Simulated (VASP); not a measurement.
# NbTe2 under strain, part 2 of 4

How does the pressure of NbTe2 answer to a change of volume? The bands are shown for each cell. All runs use LDA. Left out of this account: 1 further run (fields: a reference on another mesh). The start is a computed cell from the Materials Project.

VASP 6.6.1; LDA; plane waves and PAW (Nb_sv, Te).

Still holding for the runs below: This run has no spin polarisation. Its electron count is odd, so without a moment it is a metal by construction. The k-mesh is coarse for a metal. Spin-orbit coupling is off here; with elements this heavy it splits and shifts levels by tenths of an eV or more.

So far, pressure (GPa): step 2 (bands, cell as listed) -5.15; step 3 (cell volume +4.0 %) -7.49.

### 4. Bands, volume times 1.08

The cell is expanded evenly, with fractional positions held.

The input, INCAR:

```
SYSTEM = NbTe2
PREC = Accurate
ENCUT = 400
EDIFF = 1E-06
NELM = 100
ISMEAR = -1
SIGMA = 0.05
LREAL = .FALSE.
ALGO = Normal
GGA = CA
NBANDS = 25
LASPH = .TRUE.
LORBIT = 11
LWAVE = .FALSE.
LCHARG = .FALSE.
KPAR = 4
```

The input, POSCAR:

```
NbTe2
1.0
    3.8171424516      0.0000000000      0.0000000000
   -1.9085712259      3.3057423329      0.0000000000
    0.0000000000      0.0000000000      7.3340182328
Nb Te
1 2
Direct
    0.0000000000      0.0000000000      0.0000000000
    0.6666666700      0.3333333300      0.7456322300
    0.3333333300      0.6666666700      0.2543677700
```

The input, KPOINTS:

```
Automatic mesh
0
Gamma
9 9 4
0 0 0
```

The input, KPOINTS_OPT:

```
Line mode
16
Line-mode
Reciprocal
  0.00000000   0.00000000   0.00000000 GAMMA
  0.50000000   0.00000000   0.00000000 M

  0.50000000   0.00000000   0.00000000 M
  0.33333333   0.33333333   0.00000000 K

  0.33333333   0.33333333   0.00000000 K
  0.00000000   0.00000000   0.00000000 GAMMA

  0.00000000   0.00000000   0.00000000 GAMMA
  0.00000000   0.00000000   0.50000000 A

  0.00000000   0.00000000   0.50000000 A
  0.50000000   0.00000000   0.50000000 L

  0.50000000   0.00000000   0.50000000 L
  0.33333333   0.33333333   0.50000000 H

  0.33333333   0.33333333   0.50000000 H
  0.00000000   0.00000000   0.50000000 A

  0.50000000   0.00000000   0.50000000 L
  0.50000000   0.00000000   0.00000000 M

  0.33333333   0.33333333   0.00000000 K
  0.33333333   0.33333333   0.50000000 H
```

Potentials, in the order of the species: Nb_sv and Te (LDA family, release 64).

Started as:

```
$ mpirun -np 4 vasp_std
```

Output:

```text
[... set-up lines as in an earlier step ...]
 entering main loop
       N       E                     dE             d eps       ncg     rms          rms(c)
DAV:   1     0.138927384059E+03    0.13893E+03   -0.93240E+03  2246   0.703E+02
DAV:   2    -0.115991989365E+02   -0.15053E+03   -0.14514E+03  3019   0.235E+02
DAV:   3    -0.204603934580E+02   -0.88612E+01   -0.87200E+01  3314   0.463E+01
DAV:   4    -0.208477483536E+02   -0.38735E+00   -0.38620E+00  3076   0.103E+01
DAV:   5    -0.208588034380E+02   -0.11055E-01   -0.11051E-01  3146   0.163E+00    0.902E+00
DAV:   6    -0.202561015816E+02    0.60270E+00   -0.94656E+00  3188   0.128E+01    0.654E+00
DAV:   7    -0.198068092227E+02    0.44929E+00   -0.30717E+00  3066   0.718E+00    0.297E+00
DAV:   8    -0.197499128006E+02    0.56896E-01   -0.19027E-01  3394   0.254E+00    0.559E-01
DAV:   9    -0.197478822943E+02    0.20305E-02   -0.12337E-02  2714   0.601E-01    0.375E-01
DAV:  10    -0.197476041295E+02    0.27816E-03   -0.88001E-04  3393   0.193E-01    0.210E-01
DAV:  11    -0.197475407956E+02    0.63334E-04   -0.17616E-04  3070   0.938E-02    0.539E-02
DAV:  12    -0.197475311870E+02    0.96086E-05   -0.92212E-05  3594   0.458E-02    0.186E-02
DAV:  13    -0.197475310905E+02    0.96480E-07   -0.40229E-06  2850   0.144E-02
   1 F= -.19747531E+02 E0= -.19736270E+02  d E =-.225221E-01
 Start KPOINTS_OPT (optional k-point list driver)
k-point batch [1-43\144]
       N       E                     dE             ncg
DAV:   1    -0.341192431016E+04   -0.26433E+05     2374
DAV:   2    -0.943345086269E+04   -0.60215E+04     3051
DAV:   3    -0.978415946445E+04   -0.35071E+03     3186
DAV:   4    -0.980113701262E+04   -0.16978E+02     3068
DAV:   5    -0.980156742611E+04   -0.43041E+00     3040
DAV:   6    -0.980157719214E+04   -0.97660E-02     3097
DAV:   7    -0.980157737595E+04   -0.18381E-03     3051
DAV:   8    -0.980157737962E+04   -0.36640E-05     2510
DAV:   9    -0.980157737985E+04   -0.22801E-06     2034
[...]
k-point batch [130-144\144]
       N       E                     dE             ncg
DAV:   1     0.143106664679E+05   -0.12682E+05      846
DAV:   2     0.123808868479E+05   -0.19298E+04     1059
DAV:   3     0.122726177934E+05   -0.10827E+03     1092
DAV:   4     0.122662307574E+05   -0.63870E+01     1115
DAV:   5     0.122660843234E+05   -0.14643E+00     1044
DAV:   6     0.122660801443E+05   -0.41792E-02     1088
DAV:   7     0.122660800813E+05   -0.62989E-04     1050
DAV:   8     0.122660800797E+05   -0.15428E-05      828
DAV:   9     0.122660800797E+05   -0.63636E-07      737
```

The job ended after 44 s (4 MPI ranks of Intel Xeon Platinum 8488C (Sapphire Rapids), shared host; peak memory 0.91 GiB).

From OUTCAR (step 4):

```text
  LATTYP: Found a hexagonal cell.
 ALAT       =     3.8171424516
 C/A-ratio  =     1.9213373160

The static configuration has the point symmetry D_3d.

 Found     43 irreducible k-points:

   ENCUT  =  400.0 eV  29.40 Ry    5.42 a.u.   6.22  6.22 11.96*2*pi/ulx,y,z

   NELECT =      25.0000    total number of electrons

 E-fermi :   6.0091

 k-point     1 :       0.0000    0.0000    0.0000
  band No.  band energies     occupation
    ...
      9       3.9784      2.00000
     10       5.3303      2.00000
     11       5.6598      1.99815
     12       6.0225      0.86744
     13       6.0225      0.86744
     14       6.7752      0.00000
     15       6.7752      0.00000
     16       9.1363      0.00000
     17       9.1363      0.00000
     18      10.4644      0.00000
    ...

 k-point     2 :       0.1111    0.0000    0.0000
  band No.  band energies     occupation
    ...
      9       4.0227      2.00000
     10       5.1369      2.00000
     11       5.4826      1.99995
     12       5.6545      1.99834
     13       5.7453      1.98984
     14       6.6672      0.00000
     15       7.0374      0.00000
     16       8.6594      0.00000
     17       9.0583      0.00000
     18      11.1044      0.00000
    ...

  Total       -5.4175790     -5.4175790     -5.3412625      0.0000000      0.0000000      0.0000000
  in kB      -93.7921475    -93.7921475    -92.4709147      0.0000000      0.0000000      0.0000000
  external PRESSURE =     -93.3517366 kB  Pullay stress =       0.0000000 kB

  energy-cutoff  :      400.00
  volume of cell :       92.54
      direct lattice vectors                 reciprocal lattice vectors
     3.817142452  0.000000000  0.000000000     0.261976076  0.151251958  0.000000000
    -1.908571226  3.305742333  0.000000000     0.000000000  0.302503916  0.000000000
     0.000000000  0.000000000  7.334018233     0.000000000  0.000000000  0.136350902

 POSITION                                       TOTAL-FORCE (eV/Angst)
 -----------------------------------------------------------------------------------
      0.00000      0.00000      0.00000         0.000000      0.000000      0.000000
      1.90857      1.10191      5.46848         0.000000      0.000000      1.062433
     -0.00000      2.20383      1.86554        -0.000000     -0.000000     -1.062433
 -----------------------------------------------------------------------------------
    total drift:                                0.000000      0.000000     -0.000000

  FREE ENERGIE OF THE ION-ELECTRON SYSTEM (eV)
  ---------------------------------------------------
  free  energy   TOTEN  =       -19.7475310905 eV

  energy  without entropy=      -19.7250090278  energy(sigma->0) =      -19.73627006

 total charge
# of ion       s       p       d       tot
------------------------------------------
    1        2.141   5.981   2.367  10.490
    2        1.390   1.949   0.042   3.380
    3        1.390   1.949   0.042   3.380
--------------------------------------------------
tot          4.920   9.879   2.451  17.251

[... 3 parts as in an earlier step ...]

[... 7 further parts left out ...]
```

Numbers from this step:

```
free energy (TOTEN)     : -19.75 eV
energy at zero smearing : -19.74 eV
Fermi energy            : 6.009 eV
pressure                : -9.335 GPa
```

Electronic bands along the path, in eV, zero at the Fermi level; # counts the bands kept, so #1 is VASP's band 7:

| point | #3 | #4 | #5 | #6 | #7 | #8 | #9 | #10 |
| --- | --- | --- | --- | --- | --- | --- | --- | --- |
| Γ | -2.03 | -0.68 | -0.35 | 0.01 | 0.01 | 0.77 | 0.77 | 3.13 |
| M | -2.92 | -2.36 | -2.24 | -0.87 | -0.68 | 1.17 | 1.60 | 2.64 |
| K | -3.76 | -2.51 | -2.51 | -2.51 | 0.95 | 1.17 | 1.17 | 2.33 |
| Γ | -2.03 | -0.68 | -0.35 | 0.01 | 0.01 | 0.77 | 0.77 | 3.13 |
| A | -2.01 | -2.01 | 0.01 | 0.01 | 0.35 | 0.64 | 0.64 | 3.34 |
| L | -3.00 | -2.33 | -1.45 | -0.96 | -0.64 | 1.17 | 1.62 | 2.90 |
| H | -3.82 | -2.91 | -2.37 | -2.37 | 0.73 | 0.73 | 0.96 | 3.13 |
| A | -2.01 | -2.01 | 0.01 | 0.01 | 0.35 | 0.64 | 0.64 | 3.34 |
| jump to L | -3.00 | -2.33 | -1.45 | -0.96 | -0.64 | 1.17 | 1.62 | 2.90 |
| M | -2.92 | -2.36 | -2.24 | -0.87 | -0.68 | 1.17 | 1.60 | 2.64 |
| jump to K | -3.76 | -2.51 | -2.51 | -2.51 | 0.95 | 1.17 | 1.17 | 2.33 |
| H | -3.82 | -2.91 | -2.37 | -2.37 | 0.73 | 0.73 | 0.96 | 3.13 |

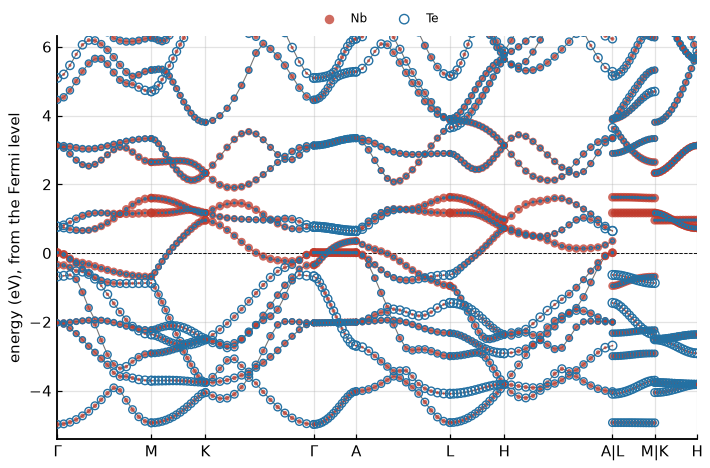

Electronic bands along the path; dots are coloured as in the legend, and their area grows with the weight.

Force by atom:

| atom | x (eV/Å) | y (eV/Å) | z (eV/Å) | size |
| --- | --- | --- | --- | --- |
| Nb1 | 0.00 | 0.00 | 0.00 | 0.00 |
| Te2 | 0.00 | 0.00 | 1.06 | 1.06 |
| Te3 | 0.00 | 0.00 | -1.06 | 1.06 |

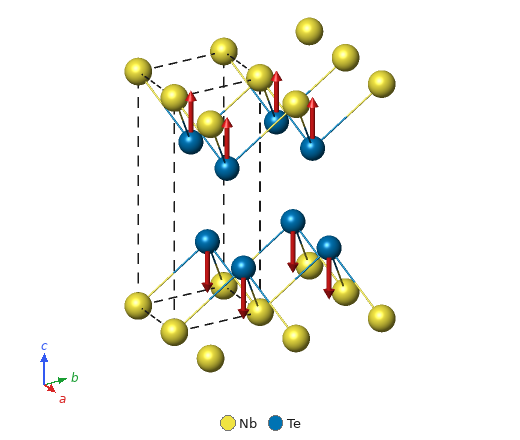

Force as arrows, the longest 1.06 eV/Å. Bonds to atoms that aren't drawn are left out. 2×2×1 cells are drawn. Some periodic images of atoms are drawn too.

 The pressure is -9.34 GPa.

### 5. Bands, sheared, principal strains -2.4, -0.0, +2.5 %

The cell is sheared at fixed volume, which lowers its symmetry.

INCAR is that of step 4.

The input, POSCAR:

```
NbTe2
1.0
    3.7190700000     -0.0447140000     -0.0686430000
   -1.8982590000      3.2116640000      0.0227260000
   -0.1318860000     -0.0257260000      7.2278820000
Nb Te
1 2
Direct
    0.0000000000      0.0000000000      0.0000000000
    0.6666666700      0.3333333300      0.7456322300
    0.3333333300      0.6666666700      0.2543677700
```

KPOINTS is that of step 4.

The input, KPOINTS_OPT:

```
Line mode
16
Line-mode
Reciprocal
  0.00000000   0.00000000  -0.50000000 X
  0.00000000   0.00000000   0.00000000 GAMMA

  0.00000000   0.00000000   0.00000000 GAMMA
  0.00000000   0.50000000   0.00000000 Y

  0.00000000   0.50000000  -0.50000000 L
  0.00000000   0.00000000   0.00000000 GAMMA

  0.00000000   0.00000000   0.00000000 GAMMA
  0.50000000  -0.50000000   0.00000000 Z

  0.50000000  -0.50000000  -0.50000000 N
  0.00000000   0.00000000   0.00000000 GAMMA

  0.00000000   0.00000000   0.00000000 GAMMA
  0.50000000   0.00000000   0.00000000 M

  0.50000000   0.00000000  -0.50000000 R
  0.00000000   0.00000000   0.00000000 GAMMA
```

Started as:

```
$ mpirun -np 4 vasp_std
```

Output:

```text
[... set-up lines as in an earlier step ...]
 entering main loop
       N       E                     dE             d eps       ncg     rms          rms(c)
DAV:   1     0.144575978974E+03    0.14458E+03   -0.94258E+03  8414   0.711E+02
DAV:   2    -0.118139495140E+02   -0.15639E+03   -0.15068E+03 11158   0.242E+02
DAV:   3    -0.205180610208E+02   -0.87041E+01   -0.85676E+01 12448   0.471E+01
DAV:   4    -0.209234350718E+02   -0.40537E+00   -0.40407E+00 11704   0.105E+01
DAV:   5    -0.209327879460E+02   -0.93529E-02   -0.93506E-02 12068   0.157E+00    0.980E+00
DAV:   6    -0.203498664785E+02    0.58292E+00   -0.55951E+00 12193   0.112E+01    0.621E+00
DAV:   7    -0.200957880782E+02    0.25408E+00   -0.18377E+00 11434   0.588E+00    0.299E+00
DAV:   8    -0.200418615508E+02    0.53927E-01   -0.16916E-01 13241   0.244E+00    0.561E-01
DAV:   9    -0.200408796998E+02    0.98185E-03   -0.88426E-03  9907   0.539E-01    0.346E-01
DAV:  10    -0.200406957118E+02    0.18399E-03   -0.76945E-04 13318   0.204E-01    0.123E-01
DAV:  11    -0.200406651438E+02    0.30568E-04   -0.11574E-04 11411   0.751E-02    0.390E-02
DAV:  12    -0.200406666233E+02   -0.14795E-05   -0.19288E-05 11006   0.209E-02    0.149E-02
DAV:  13    -0.200406666090E+02    0.14294E-07   -0.10234E-06  6732   0.564E-03
   1 F= -.20040667E+02 E0= -.20031134E+02  d E =-.190646E-01
 Start KPOINTS_OPT (optional k-point list driver)
k-point batch [1-112\112]
       N       E                     dE             ncg
DAV:   1    -0.218136093207E+04   -0.39165E+05     5840
DAV:   2    -0.198740697989E+05   -0.17693E+05     7651
DAV:   3    -0.209655031624E+05   -0.10914E+04     8872
DAV:   4    -0.210037413779E+05   -0.38238E+02     8008
DAV:   5    -0.210049852120E+05   -0.12438E+01     8518
DAV:   6    -0.210050084186E+05   -0.23207E-01     8023
DAV:   7    -0.210050089319E+05   -0.51327E-03     8261
DAV:   8    -0.210050089417E+05   -0.98004E-05     6462
DAV:   9    -0.210050089423E+05   -0.58115E-06     5460
```

The job ended after 42 s (4 MPI ranks; peak memory 1.7 GiB; 2.7 min of CPU time).

Parts of OUTCAR (step 5):

```text
   k-points           NKPTS =    163   k-points in BZ     NKDIM =    163   number of bands    NBANDS=     25

   ENCUT  =  400.0 eV  29.40 Ry    5.42 a.u.   6.07  6.08 11.79*2*pi/ulx,y,z

   NELECT =      25.0000    total number of electrons

 E-fermi :   6.8996

 k-point     1 :       0.0000    0.0000    0.0000
  band No.  band energies     occupation
    ...
      8       4.6811      2.00000
      9       4.9312      2.00000
     10       6.1491      2.00000
     11       6.3773      1.99994
     12       6.8045      1.74014
     13       7.0457      0.10211
     14       7.8088      0.00000
     15       8.0316      0.00000
     16      10.3350      0.00000
     17      10.4528      0.00000
    ...

  Total       -3.0865597     -2.5178521     -2.7773417      0.1451874      0.3067086      0.9103637
  in kB      -57.7111283    -47.0776843    -51.9295063      2.7146494      5.7347009     17.0215767
  external PRESSURE =     -52.2394396 kB  Pullay stress =       0.0000000 kB

 POSITION                                       TOTAL-FORCE (eV/Angst)
 -----------------------------------------------------------------------------------
      0.00000      0.00000      0.00000        -0.000000     -0.000000      0.000000
      1.74829      1.02156      5.35116        -0.227416     -0.080644      0.404306
     -0.05936      2.11966      1.83081         0.227416      0.080644     -0.404306
 -----------------------------------------------------------------------------------
    total drift:                                0.000000      0.000000      0.000000

  FREE ENERGIE OF THE ION-ELECTRON SYSTEM (eV)
  ---------------------------------------------------
  free  energy   TOTEN  =       -20.0406666090 eV

  energy  without entropy=      -20.0216019699  energy(sigma->0) =      -20.03113429

[... 1 part as in an earlier step ...]

[... 14 further parts left out ...]
```

The path and its labels are those of the sheared lattice, so a letter need not mean the same point as in the unstrained cell.

This step gave:

| Property | Result |
| --- | --- |
| irreducible k-points | 163 |
| symmetry operations | 2 |
| free energy (TOTEN) | -20.04 eV |
| energy at zero smearing | -20.03 eV |
| Fermi energy | 6.900 eV |
| pressure | -5.224 GPa |

Electronic bands along the path, in eV, zero at the Fermi level; # counts the bands kept, so #1 is VASP's band 7:

| point | #4 | #5 | #6 | #7 | #8 | #9 | #10 | #11 |
| --- | --- | --- | --- | --- | --- | --- | --- | --- |
| X | -1.95 | -0.10 | 0.14 | 0.37 | 0.75 | 1.03 | 3.64 | 3.83 |
| Γ | -0.75 | -0.52 | -0.10 | 0.15 | 0.91 | 1.13 | 3.44 | 3.55 |
| Y | -2.46 | -2.38 | -0.88 | -0.80 | 1.36 | 1.84 | 2.89 | 3.62 |
| jump to L | -2.49 | -1.51 | -1.14 | -0.63 | 1.36 | 1.91 | 3.10 | 3.62 |
| Γ | -0.75 | -0.52 | -0.10 | 0.15 | 0.91 | 1.13 | 3.44 | 3.55 |
| Z | -2.57 | -2.16 | -0.85 | -0.61 | 1.36 | 1.80 | 2.83 | 3.70 |
| jump to N | -2.26 | -1.66 | -1.21 | -0.36 | 1.36 | 1.84 | 3.23 | 3.70 |
| Γ | -0.75 | -0.52 | -0.10 | 0.15 | 0.91 | 1.13 | 3.44 | 3.55 |
| M | -2.51 | -2.41 | -0.93 | -0.71 | 1.40 | 1.76 | 2.84 | 3.69 |
| jump to R | -2.61 | -1.29 | -1.07 | -0.67 | 1.40 | 1.93 | 3.16 | 3.46 |
| Γ | -0.75 | -0.52 | -0.10 | 0.15 | 0.91 | 1.13 | 3.44 | 3.55 |

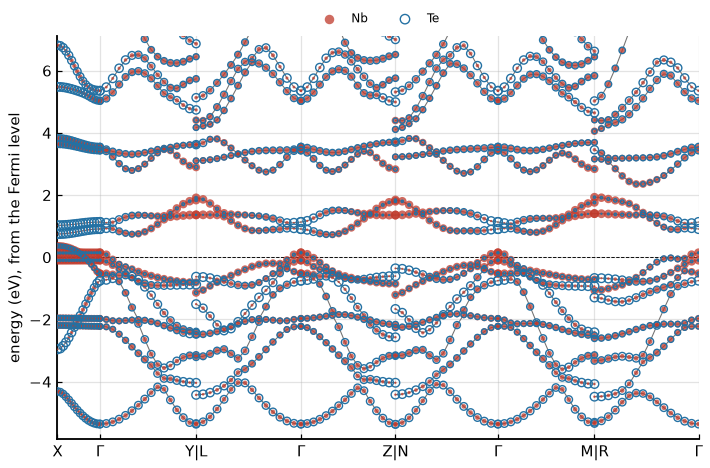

Electronic bands along the path; dots are coloured as in the legend, and their area grows with the weight.

Force by atom:

| atom | x (eV/Å) | y (eV/Å) | z (eV/Å) | size |
| --- | --- | --- | --- | --- |
| Nb1 | 0.000 | 0.000 | 0.000 | 0.000 |
| Te2 | -0.227 | -0.081 | 0.404 | 0.471 |
| Te3 | 0.227 | 0.081 | -0.404 | 0.471 |

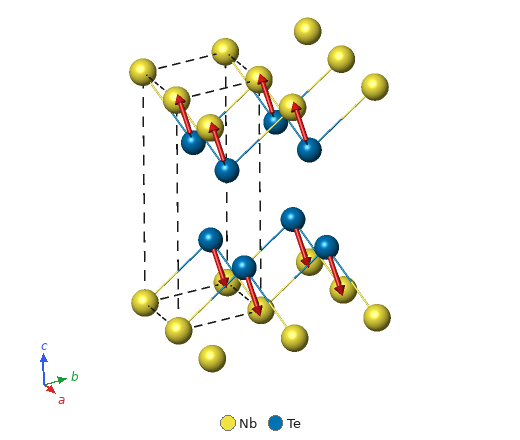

Force as arrows, the longest 0.471 eV/Å. Bonds to atoms that aren't drawn are left out. 2×2×1 cells are drawn. Some periodic images of atoms are drawn too.

 The pressure is -5.22 GPa, and the symmetry operations fall from 12 to 2.

[end of part 2 of 4]

[Lines on the potential files, build, host, timing and source positions are cut from VASP's logs without a mark.]

[Logs are printed without paths, hosts, clocks, repeated set-up lines and the standing remarks that a program may print on its own settings, such as how far it seeks lower states.]

[Hosts, paths, dates, database ids (printed as entryN), source tags and the programs' standing remarks are cut or masked in the printed files.]

[A measured line is paired with the nearest computed mode of its activity, which favours agreement.]
